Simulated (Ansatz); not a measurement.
Consider ZrH2Br.

```
Zr H Br
1.0
     3.50715    0.00000    0.00000
    -1.75357    3.03728    0.00000
     0.00000    0.00000    9.92988
Zr H Br
2 4 2
Direct
  0.66667 0.33333 0.72344
  0.33333 0.66667 0.22344
  0.66667 0.33333 0.28399
  0.00000 0.00000 0.72677
  0.00000 0.00000 0.22677
  0.33333 0.66667 0.78399
  0.66667 0.33333 0.00685
  0.33333 0.66667 0.50685
```

Space group P6₃mc; a structure generated by program, which may or may not match a known phase.

These are results of DFT PBE, scalar-relativistic, plane waves, PAW in Ansatz, not measurements.

Q: Predict the valence pseudo-density and electron localisation function between the atoms.

A: Zr–Br (2.81 Å): ρ is about 0.27 e/Å³ halfway; the ELF is about 0.30 at the midpoint.
Bader's partition of the density gives Zr +1.78, H −0.57 and Br −0.65 e.

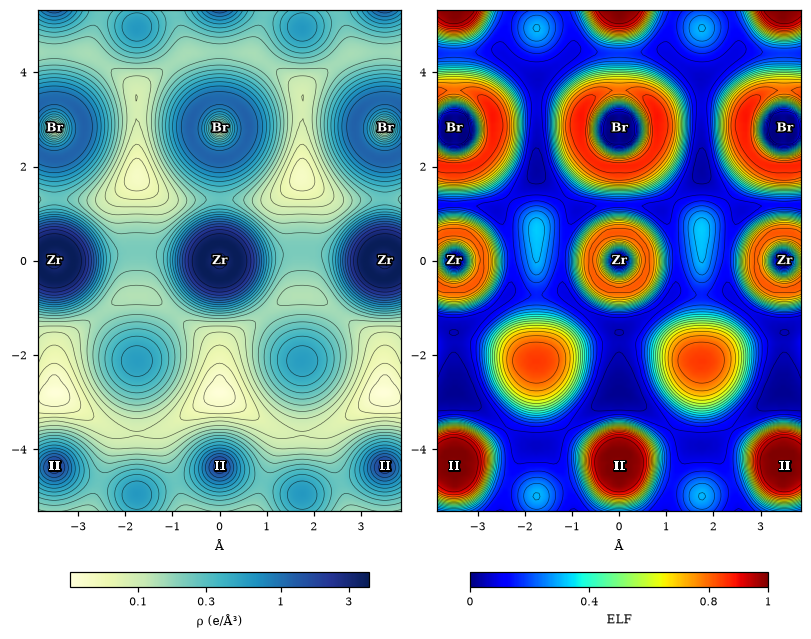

Computed valence pseudo-density and electron localisation function on the (010) plane of the conventional cell, in this order. 

Core electrons are frozen (PAW), and the valence fields are smoothed inside the atomic spheres.
